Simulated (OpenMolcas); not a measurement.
# N₂O: excited-state calculation (part 2 of 2)

The same run, continued: N₂O, SMILES N#[N+][O-]; FCI/STO-3G, RHF (OpenMolcas 26.06). The geometry comes from this level: PBE0-D4/def2-TZVP.

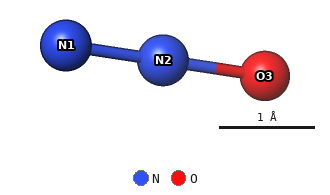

The structure (ball-and-stick view, seen at an oblique angle; atoms are numbered from 1 in the order of the input).

### Log, continued
```
++    Final optimization conditions:
      ------------------------------

      Average CI energy                            -181.23632848
      RASSCF energy for state  4                   -181.17012287
      Super-CI energy                                 0.00000000
      RASSCF energy change                            0.00000000
      Max change in MO coefficients               0.000E+00
      Max non-diagonal density matrix element     0.000E+00
      Maximum BLB matrix element                  1.305E-02
      (orbital pair   2,  14 in symmetry   1)
      Norm of electronic gradient            1.901E-02
--

      Final state energy(ies):
      ------------------------

::    RASSCF root number  1 Total energy:   -181.42858178
::    RASSCF root number  2 Total energy:   -181.17648641
::    RASSCF root number  3 Total energy:   -181.17012287
::    RASSCF root number  4 Total energy:   -181.17012287
      Von Neumann Entropy (Root   1) =  0.87052

      Mulliken population analysis for root number:  1
      -----------------------------------------------

++    Molecular charges:
      ------------------

      Mulliken charges per centre
      ---------------------------

                N1      N2      O3
      Total    7.0580  6.8778  8.0643

      N-E     -0.0580  0.1222 -0.0643

      Total electronic charge=   22.000000

      Total            charge=   -0.000000
--

      Expectation values of various properties for root number:  1
      -----------------------------------------------------------

++    Molecular properties:
      ---------------------

      Charge (e):
                      =   -0.0000
      Dipole Moment (debye):
      Origin of the operator (angstrom)=    0.0235   -0.0461    0.0077
                   X=  2.7244E-01               Y= -5.3303E-01               Z=  8.9337E-02           Total=  6.0524E-01
      Quadrupole Moment (debye*angstrom):
      Origin of the operator (angstrom)=    0.0235   -0.0461    0.0077
                  XX= -1.4575E+01              XY=  1.7091E+00              XZ= -2.8660E-01              YY= -1.7046E+01
                  YZ=  5.6083E-01              ZZ= -1.3796E+01
      In traceless form (debye*angstrom)
                  XX=  8.4584E-01              XY=  2.5636E+00              XZ= -4.2990E-01              YY= -2.8607E+00
                  YZ=  8.4124E-01              ZZ=  2.0148E+00
--

      Von Neumann Entropy (Root   2) =  1.90106

      Mulliken population analysis for root number:  2
      -----------------------------------------------

++    Molecular charges:
      ------------------

      Mulliken charges per centre
      ---------------------------

                N1      N2      O3
      Total    7.0595  6.9963  7.9442

      N-E     -0.0595  0.0037  0.0558

      Total electronic charge=   22.000000

      Total            charge=   -0.000000
--

      Expectation values of various properties for root number:  2
      -----------------------------------------------------------

++    Molecular properties:
      ---------------------

      Charge (e):
                      =   -0.0000
      Dipole Moment (debye):
      Origin of the operator (angstrom)=    0.0235   -0.0461    0.0077
                   X=  6.4293E-01               Y= -1.2582E+00               Z=  2.1101E-01           Total=  1.4286E+00
      Quadrupole Moment (debye*angstrom):
      Origin of the operator (angstrom)=    0.0235   -0.0461    0.0077
                  XX= -1.4408E+01              XY=  1.5771E+00              XZ= -2.6446E-01              YY= -1.6688E+01
                  YZ=  5.1750E-01              ZZ= -1.3689E+01
      In traceless form (debye*angstrom)
                  XX=  7.8050E-01              XY=  2.3656E+00              XZ= -3.9669E-01              YY= -2.6397E+00
                  YZ=  7.7625E-01              ZZ=  1.8592E+00
--

      Von Neumann Entropy (Root   3) =  1.90821

      Mulliken population analysis for root number:  3
      -----------------------------------------------

++    Molecular charges:
      ------------------

      Mulliken charges per centre
      ---------------------------

                N1      N2      O3
      Total    7.0628  6.9910  7.9462

      N-E     -0.0628  0.0090  0.0538

      Total electronic charge=   22.000000

      Total            charge=   -0.000000
--

      Expectation values of various properties for root number:  3
      -----------------------------------------------------------

++    Molecular properties:
      ---------------------

      Charge (e):
                      =   -0.0000
      Dipole Moment (debye):
      Origin of the operator (angstrom)=    0.0235   -0.0461    0.0077
                   X=  6.4002E-01               Y= -1.2525E+00               Z=  2.1007E-01           Total=  1.4221E+00
      Quadrupole Moment (debye*angstrom):
      Origin of the operator (angstrom)=    0.0235   -0.0461    0.0077
                  XX= -1.4405E+01              XY=  1.5702E+00              XZ= -2.6331E-01              YY= -1.6675E+01
                  YZ=  5.1524E-01              ZZ= -1.3689E+01
      In traceless form (debye*angstrom)
                  XX=  7.7709E-01              XY=  2.3553E+00              XZ= -3.9496E-01              YY= -2.6282E+00
                  YZ=  7.7287E-01              ZZ=  1.8511E+00
--

      Von Neumann Entropy (Root   4) =  1.90821

      Mulliken population analysis for root number:  4
      -----------------------------------------------

++    Molecular charges:
      ------------------

      Mulliken charges per centre
      ---------------------------

                N1      N2      O3
      Total    7.0628  6.9910  7.9462

      N-E     -0.0628  0.0090  0.0538

      Total electronic charge=   22.000000

      Total            charge=   -0.000000
--

      Expectation values of various properties for root number:  4
      -----------------------------------------------------------

++    Molecular properties:
      ---------------------

      Charge (e):
                      =   -0.0000
      Dipole Moment (debye):
      Origin of the operator (angstrom)=    0.0235   -0.0461    0.0077
                   X=  6.4003E-01               Y= -1.2525E+00               Z=  2.1007E-01           Total=  1.4222E+00
      Quadrupole Moment (debye*angstrom):
      Origin of the operator (angstrom)=    0.0235   -0.0461    0.0077
                  XX= -1.4405E+01              XY=  1.5702E+00              XZ= -2.6331E-01              YY= -1.6675E+01
                  YZ=  5.1525E-01              ZZ= -1.3689E+01
      In traceless form (debye*angstrom)
                  XX=  7.7710E-01              XY=  2.3553E+00              XZ= -3.9496E-01              YY= -2.6282E+00
                  YZ=  7.7287E-01              ZZ=  1.8511E+00
--

      Average orbitals are written to the RASORB file
      Natural orbitals for root   1 are written to the RASORB.1 file
      Natural orbitals for root   2 are written to the RASORB.2 file
      Natural orbitals for root   3 are written to the RASORB.3 file
      Natural orbitals for root   4 are written to the RASORB.4 file
      Spin density orbitals for root   1 are written to the SPDORB.1 file
      Spin density orbitals for root   2 are written to the SPDORB.2 file
      Spin density orbitals for root   3 are written to the SPDORB.3 file
      Spin density orbitals for root   4 are written to the SPDORB.4 file

--- Stop Module: rasscf /rc=_RC_ALL_IS_WELL_ ---
           step3.RasOrb.4 step3.rasscf.h5 step3.SpdOrb.1 step3.SpdOrb.2 step3.SpdOrb.3 step3.SpdOrb.4 xmldump
--- Module rasscf spent 27 seconds ---

--- Start Module: rassi ---

                                               &RASSI

                       available to each process: 1.9 GB of memory, 1 thread

      ********************************************************************************
      *                             General data section                             *
      ********************************************************************************

   Specific data for JOBIPH file JOBIPH
   -------------------------------------

   Header from SEWARD:

   CASSCF title (first line only):
       (No title given)

  STATE IRREP:                1
  SPIN MULTIPLICITY:          1
  ACTIVE ELECTRONS:          16
  MAX RAS1 HOLES:             0
  MAX RAS3 ELECTRONS:         0
  NR OF CONFIG:           70785

   The following data are common to all the states:
   ------------------------------------------------
   (note: frozen counts as inactive, deleted as secondary)

      Nr of irreps: 1

                 Total     No./Irrep
      Irrep                  1
                             a

      INACTIVE       3       3
      ACTIVE        12      12
      SECONDARY      0       0
      BASIS         15      15

      RAS1           0       0
      RAS2          12      12
      RAS3           0       0

        MATRIX ELEMENTS WILL BE COMPUTED FOR THE FOLLOWING ONE-ELECTRON OPERATORS, UNLESS ZERO BY SYMMETRY.
   (Herm=Hermitian, Anti=Antihermitian, Sing=Singlet operator, Trip=Triplet operator)
     MLTPL  0   1 (HERMSING)     MLTPL  1   1 (HERMSING)     MLTPL  1   2 (HERMSING)
     MLTPL  1   3 (HERMSING)     MLTPL  2   1 (HERMSING)     MLTPL  2   2 (HERMSING)
     MLTPL  2   3 (HERMSING)     MLTPL  2   4 (HERMSING)     MLTPL  2   5 (HERMSING)
     MLTPL  2   6 (HERMSING)     VELOCITY   1 (ANTISING)     VELOCITY   2 (ANTISING)
     VELOCITY   3 (ANTISING)     ANGMOM     1 (ANTISING)     ANGMOM     2 (ANTISING)
     ANGMOM     3 (ANTISING)     MLTPV  2   1 (ANTISING)     MLTPV  2   2 (ANTISING)
     MLTPV  2   3 (ANTISING)     MLTPV  2   4 (ANTISING)     MLTPV  2   5 (ANTISING)
     MLTPV  2   6 (ANTISING)

       EIGENSTATES OF A SPIN-FREE HAMILTONIAN WILL BE COMPUTED BASED ON:

  A Hamiltonian matrix computed by RASSI.

  Nr of states:                    4

   State:        1   2   3   4
  JobIph:        1   1   1   1
 Root nr:        1   2   3   4

  HAMILTONIAN MATRIX FOR THE ORIGINAL STATES:

  Diagonal, with energies
   -181.42858178   -181.17648641   -181.17012287   -181.17012287

      OVERLAP MATRIX FOR THE ORIGINAL STATES:

  Diagonal, with elements
      1.00000000      1.00000000      1.00000000      1.00000000

::    RASSI State    1     Total energy:    -181.42858177863943
::    RASSI State    2     Total energy:    -181.17648640719520
::    RASSI State    3     Total energy:    -181.17012287372881
::    RASSI State    4     Total energy:    -181.17012287372881

      ****************************************************************************************************
      *                                         Spin-free section                                        *
      *                 Note: index according to input order, order according to energy.                 *
      ****************************************************************************************************

  SPIN-FREE ENERGIES:
  (Shifted by EMIN (a.u.) =       -181.4285817786)

 SF State       Relative EMIN(au)   Rel lowest level(eV)    D:o, cm**(-1)

     1             0.0000000000        0.0000000000              0.0000
     2             0.2520953714        6.8598645232          55328.5387
     3             0.2584589049        7.0330250902          56725.1729
     4             0.2584589049        7.0330250902          56725.1729

++ Dipole transition strengths (spin-free states):
   -----------------------------------------------
     for osc. strength at least  1.00000000E-05

  ( Max oscillator strength is only    3.7503092359787947E-011 )
--

++ Velocity transition strengths (spin-free states):
   -------------------------------------------------
     for osc. strength at least  1.00000000E-05

  ( Max oscillator strength is only    1.0055078010131346E-010 )
--

++ Length and velocity gauge comparison (spin-free states):
   --------------------------------------------------------

 --------------------------------------------------
 A comparison between the dipole oscillator strengths in
 length and velocity gauge will be performed

     All dipole oscillator differences above the tolerance of   1.00000000E-01  will be printed

 Due to basis set deficiency these oscillator may be problematic

 The tolerance is defined as ABS(1-O_l/O_v)
 O_l : dipole oscillator strength in length gauge
 O_p : dipole oscillator strength in velocity gauge
 --------------------------------------------------

 No problematic oscillator strengths above the tolerance   0.10000000000000001       have been found

--

 Electric-dipole - electric-octupole not included
 Electric-dipole - magnetic-quadrupole not included

      ****************************************************************************************************
      *                                    Special properties section                                    *
      ****************************************************************************************************

--- Stop Module: rassi /rc=_RC_ALL_IS_WELL_ ---
--- Module rassi spent 3 minutes 55 seconds ---

.##################.
.# Happy landing! #.
.##################.

    Timing: Wall=263.04 User=252.52 System=10.49
```

The run was set up as follows.

### Input file
```
&gateway
baslib = $CurrDir
coord = input.xyz
basis = STO-3G
group = NoSym
&seward
&rasscf
fileorb = $CurrDir/step1.ScfOrb
spin = 1
nactel = 16 0 0
inactive = 3
ras2 = 12
ciroot = 4 4 1
orblisting = Nothing
cionly
&rassi
nrofjobiphs = 1 all
```

### File input.xyz
```
3

N     -0.511700     1.001300    -0.167900
N     -0.008400     0.016500    -0.002800
O      0.520100    -1.017800     0.170700
```

Run as:
```bash
export MOLCAS_MEM=1860
pymolcas step3.inp > step3.log
```

### Key numbers

- outcome: converged
- total energy: −181.428582 hartree
- basis functions: 15
- lowest singlet excitation: 6.86 eV
- hardware: 1 thread of Intel Xeon (Granite Rapids), 64 GiB of memory available, shared host
- wall time: 4.4 min
- peak memory: 0.37 GiB
